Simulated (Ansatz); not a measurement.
# C2H6FNSeSi: what the fields show

The calculation's input:

```
crystal:
  periodic: [false, false, false]
  atoms:
    - { symbol: "N", position_ang: [-1.1814, -1.4957, -0.395] }
    - { symbol: Si, position_ang: [0.0749, -0.2658, -0.6931] }
    - { symbol: C, position_ang: [1.1654, -0.1133, 0.7654] }
    - { symbol: Se, position_ang: [0.7631, 1.7087, 1.3046] }
    - { symbol: C, position_ang: [-0.4458, 1.4559, -0.282] }
    - { symbol: F, position_ang: [-1.784, 1.5236, 0.084] }
    - { symbol: H, position_ang: [-0.7571, -2.3929, -0.4097] }
    - { symbol: H, position_ang: [-1.5432, -1.2747, 0.557] }
    - { symbol: H, position_ang: [0.7706, -0.384, -1.9418] }
    - { symbol: H, position_ang: [0.9443, -0.8521, 1.59] }
    - { symbol: H, position_ang: [2.2561, -0.1626, 0.5045] }
    - { symbol: H, position_ang: [-0.1859, 2.1976, -1.05] }
basis:
  gaussian: { orbitals: def2-SVP }
hamiltonian:
  xc: pbe
  dispersion: d4
relax:
  f_tol: 0.015
  max_steps: 40
output:
  orbitals: {}
```

Command:

```sh
ansatz run input.yaml --threads 2 --pin off --max-ram 3072MiB --backend cpu --events-out ev --progress --plain --runs-dir out
```

The fields are those of the relaxed geometry.

The calculation used RKS PBE-D4/def2-SVP in Ansatz.

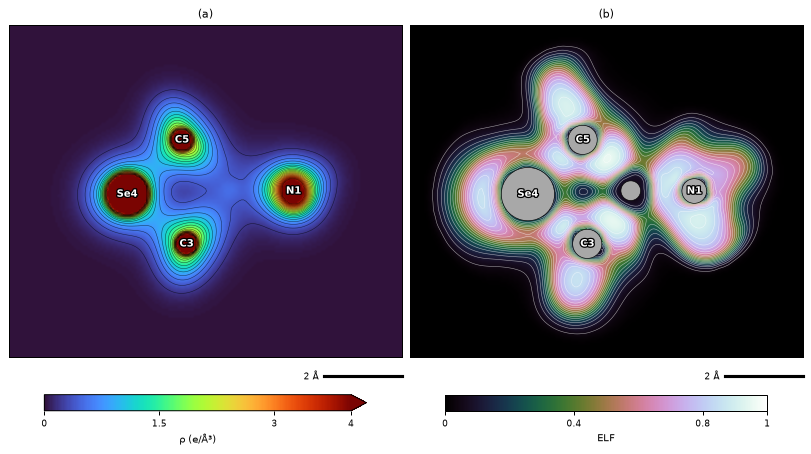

Figure 1. (a) electron density; (b) ELF on the plane of atoms C3, Se4 and C5. Grey discs cover the atomic cores in the ELF map.

What does the map show?

Answer. Atoms in the plane: N, C and Se. C–Se (1.99 Å): ρ is about 0.93 e/Å³ halfway; the ELF peaks at about 0.90 between the atoms: localised, covalent bonding. The ELF also peaks beside N1 and Se4, away from the bonds: lone-pair regions.

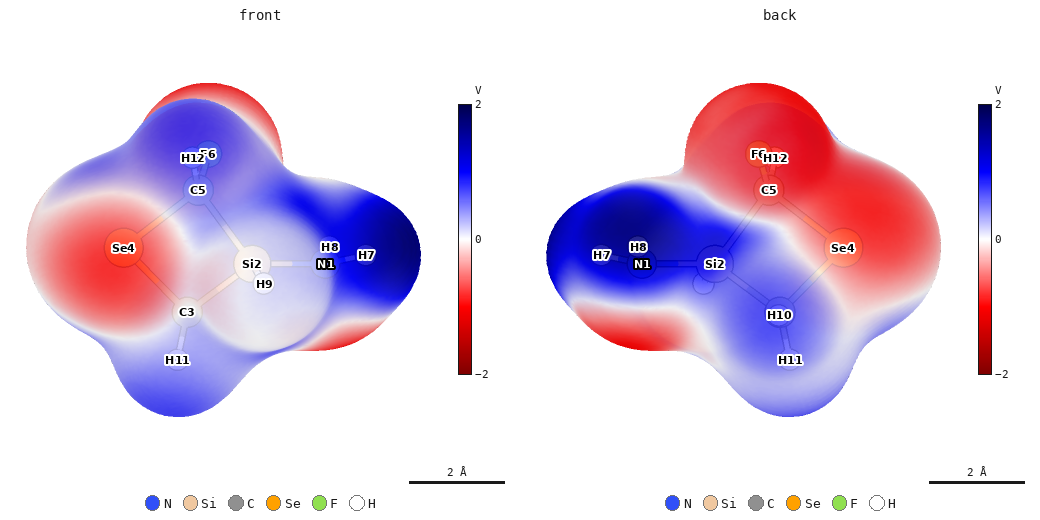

Figure 2. The molecular electrostatic potential painted on the density surface at 0.002 e/bohr³, seen from the front and from behind; red is negative and blue positive.

Which sites attract a positive test charge, and which a negative one?

Answer. A positive charge is drawn to the negative regions and a negative charge to the positive ones. The most negative region (about −1.0 V) lies over N1 and F6, the most positive (about +1.8 V) over H7 and H8.

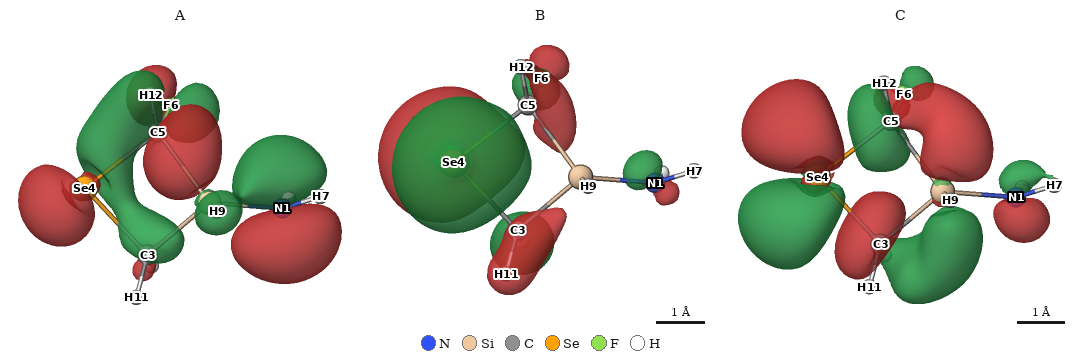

Figure 3. Three frontier orbitals at ±0.08 Å⁻³ᐟ² (green and red are the two phases), in no order.

Which picture is the HOMO−1, the HOMO and the LUMO?

Answer. A is the HOMO−1 (−5.86 eV). By Hirshfeld shares it lies mainly on N1 (about 40 %), C5 (about 15 %), Se4 (about 10 %), Si2 (about 10 %) and F6 (about 10 %). B is the HOMO (−5.29 eV). It lies mainly on Se4 (about 80 %); largely a lone pair of Se4. C is the LUMO (−0.94 eV). Its weight (Hirshfeld) is mainly on Se4 (about 50 %), C3 (about 15 %), C5 (about 10 %) and Si2 (about 10 %).

What is the HOMO–LUMO gap?

Answer. 4.35 eV between the orbital energies.
